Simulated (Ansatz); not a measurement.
AlAgC4N4

Input file:

```
crystal:
  lattice:
    - [6.2057956943, 0.0, 0.0]
    - [0.0, 6.2057956943, 0.0]
    - [0.0, 0.0, 6.2057956943]
  atoms:
    - { symbol: Al, position: [0.0, 0.0, 0.0] }
    - { symbol: Ag, position: [0.5, 0.5, 0.5] }
    - { symbol: C, position: [0.1833090456, 0.1833090456, 0.1833090456] }
    - { symbol: C, position: [0.1833090456, 0.8166909544, 0.8166909544] }
    - { symbol: C, position: [0.8166909544, 0.1833090456, 0.8166909544] }
    - { symbol: C, position: [0.8166909544, 0.8166909544, 0.1833090456] }
    - { symbol: "N", position: [0.2914232197, 0.2914232197, 0.2914232197] }
    - { symbol: "N", position: [0.2914232197, 0.7085767803, 0.7085767803] }
    - { symbol: "N", position: [0.7085767803, 0.2914232197, 0.7085767803] }
    - { symbol: "N", position: [0.7085767803, 0.7085767803, 0.2914232197] }
basis:
  ecutwfc: 420
kpoints:
  mp_grid: { grid: [4, 4, 4] }
hamiltonian:
  xc: pbe
scf:
  occupations: { method: gaussian, width: 0.02 }
output:
  forces: true
  stress: true
  eigenvalues: true
  write_density: true
  write_potential: true
  elf: true
  volumetric_format: npy
relax:
  adjacent_minimum: "off"
  f_tol: 0.01
  max_steps: 80
  cell: { stress_tol: 0.05 }
```

Command:

```sh
ansatz run input.yaml --threads 1 --pin off --max-ram 2560MiB --backend cpu --events-out ev --progress --plain --runs-dir out
```

Below, planes, directions and counts refer to the conventional cell (a = 6.22 Å, b = 6.22 Å, c = 6.22 Å, α = 90.00°, β = 90.00°, γ = 90.00°).

The fields are those of the run's last geometry, not of the input's.

Space group P-43m; a structure generated by program, which may or may not match a known phase.

Computed with Ansatz 0.2.0, DFT PBE, scalar-relativistic, plane waves, PAW.

> Predict the valence pseudo-density and electron localisation function between the atoms.

C–N (1.16 Å): ρ is about 3.6 e/Å³ halfway; the ELF peaks at about 0.85 between the atoms (inside overlapping PAW spheres, so only a guide) (a short, multiple covalent bond).
Al–C (1.97 Å): the density is about 0.65 e/Å³ at the midpoint; the ELF peaks at about 1 between the atoms, as expected for a polar covalent bond.
Ag–N (2.25 Å): ρ is about 0.46 e/Å³ halfway; the ELF is about 0.10 at the midpoint (no localised pair shows between them).

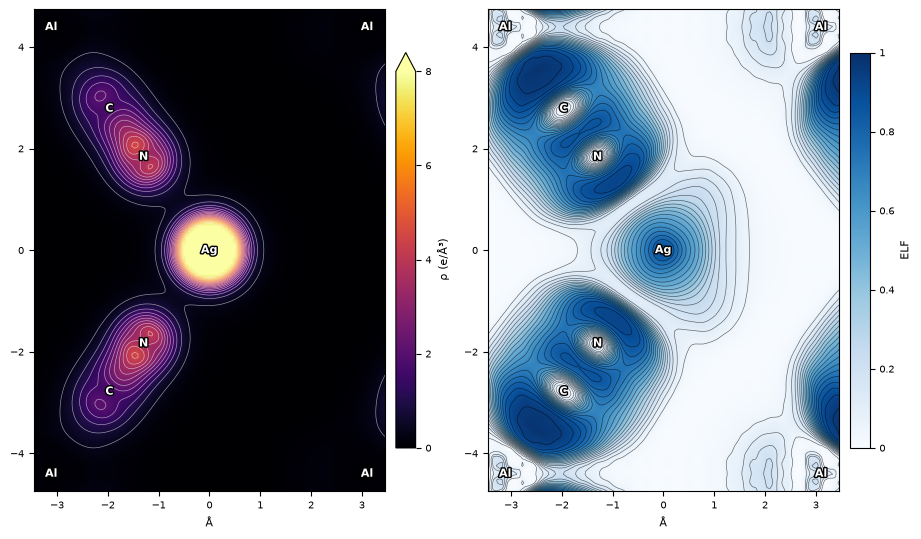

Computed valence pseudo-density and electron localisation function on the (11̄0) plane of the conventional cell, in this order. 

The density is the valence pseudo-density of a PAW calculation; it isn't the true density close to the nuclei.
